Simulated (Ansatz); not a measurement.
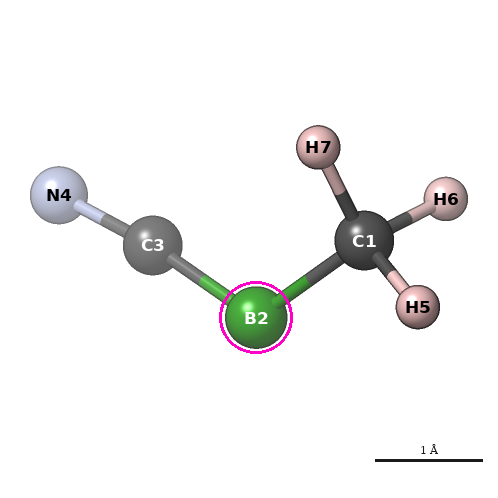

Source: calculation with Ansatz.

Orthographic view. Distant atoms are faded towards the background colour. The species is neutral and a spin doublet. Geometry: moved along internal coordinates away from the minimum.

Which atoms are bonded to the circled atom?

The circled atom is B2; it is bonded to C1, C3.

Which two atoms are farthest apart in space?

N4 and H5, 4.85 Å.

Which atom is farthest from the viewer?

N4, 1.9 Å behind the mean position.

Of C1 and H6, which is nearer the viewer?

C1; the bond to H6 points away from the viewer, so it looks shorter than its 1.10 Å.
